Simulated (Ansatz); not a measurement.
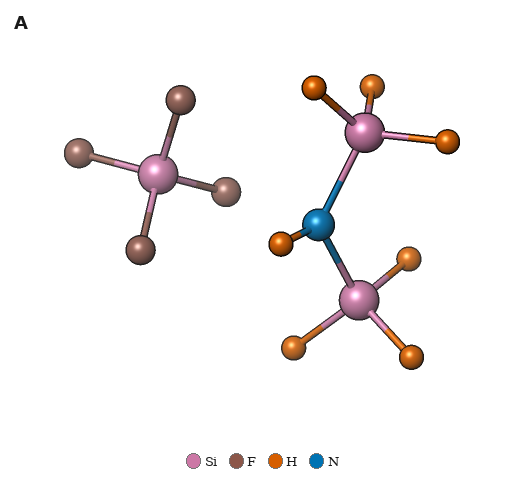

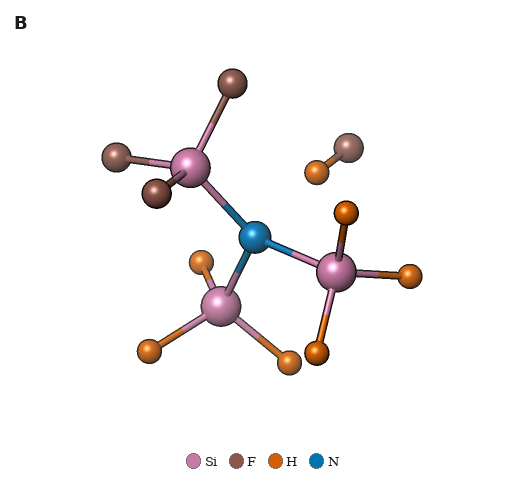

2 stationary structures of one formula. Geometries: PBE0-D4/def2-TZVP. Electronic energies: CCSD(T)/CBS (MP2 limit from def2-TZVPP and def2-QZVPP plus CCSD(T) − MP2) (Ansatz 0.2.0), without zero-point energy. Each is one conformer, not always the lowest.

**Rank them by energy, lowest first.**

A is lowest (a minimum); B lies 0.649 eV above it (a minimum).
